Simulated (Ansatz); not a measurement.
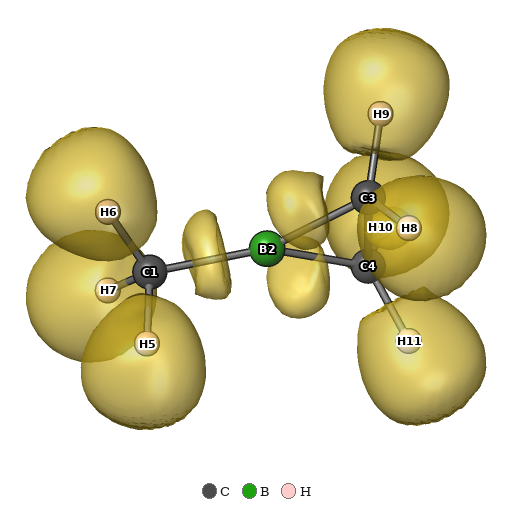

Figure. C₃H₇B (SMILES CB1CC1). Isosurface of the ELF at 0.85 (yellow), seen at an oblique angle. Core shells and regions of very low density are left out.

Geometry: PBE0-D4/def2-TZVP.

These are results of Ansatz 0.2.0, RKS PBE0-D4/def2-TZVPP, not measurements.

Input

```
crystal:
  periodic: [false, false, false]
  atoms:
    - {symbol: C, position_ang: [-0.775180, 1.437376, -0.502886]}
    - {symbol: B, position_ang: [-0.042428, 0.166084, -0.032383]}
    - {symbol: C, position_ang: [0.170679, -0.916373, 1.023391]}
    - {symbol: C, position_ang: [0.924091, -0.979621, -0.324052]}
    - {symbol: H, position_ang: [-1.686954, 1.082437, -1.006692]}
    - {symbol: H, position_ang: [-1.107929, 2.086162, 0.309896]}
    - {symbol: H, position_ang: [-0.223887, 2.018176, -1.245274]}
    - {symbol: H, position_ang: [-0.594220, -1.667259, 1.203508]}
    - {symbol: H, position_ang: [0.756988, -0.704324, 1.913779]}
    - {symbol: H, position_ang: [1.997272, -0.808075, -0.303808]}
    - {symbol: H, position_ang: [0.646866, -1.771584, -1.014878]}
basis:
  gaussian: {orbitals: def2-TZVPP}
hamiltonian: {xc: pbe0, dispersion: d4}
output: {orbitals: {seedname: orbitals}}
```

Command:

```sh
ansatz run in.yaml --threads 2 --pin off --events-out ev --progress --plain --max-ram 4352MiB
```

> Where are the electrons localised?

The ELF exceeds this value in three regions between bonded B–C atoms (shared pairs), one region between bonded C–C atoms (shared pairs) and seven regions around hydrogen nuclei.

Values along the shortest contacts:
C–B (1.53 Å): the ELF peaks at about 0.90 between the atoms (a covalent bond). C–C (1.55 Å): the ELF peaks at about 0.90 between the atoms; a covalent bond.
